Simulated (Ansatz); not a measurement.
Consider CH₃FTe.

```xyz
6

C    -0.2627    2.3793    0.9433
F     1.1469   -0.0872    2.0630
Te   -0.5144    0.8933    2.5271
H    -0.2728    1.8716   -0.0370
H     0.6844    2.9233    1.1046
H    -1.1205    3.0763    1.0209
```

Geometry: BLYP-D3(BJ)/def2-SVP; core potentials replace the inner electrons of Te.

Level of theory: Ansatz, isolated molecule in a Gaussian basis; Kohn-Sham density functional theory, functional PBE0.

Q: What can the converged electron density and electron localisation function tell about the bonding?

A: Te–F (1.98 Å): the density is about 0.75 e/Å³ at the midpoint; the ELF peaks at about 0.80 in the valence shell of F, 0.5 Å from its nucleus, and drops to about 0.15 between the two atoms.
C–Te (2.19 Å): ρ is about 0.75 e/Å³ halfway; the ELF peaks at about 0.90 between the atoms (a shared electron pair).
C–H (1.11 Å): ρ is about 1.9 e/Å³ halfway; the ELF climbs to about 1 towards the hydrogen, as it does in any bond to H; a covalent bond by its length.

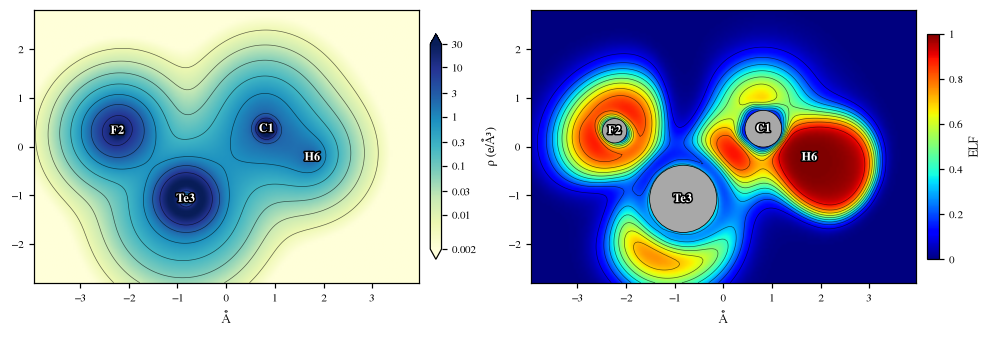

Computed electron density and electron localisation function on the plane of atoms Te3, C1 and H6, in this order. Grey discs cover the atomic cores in the ELF map. 
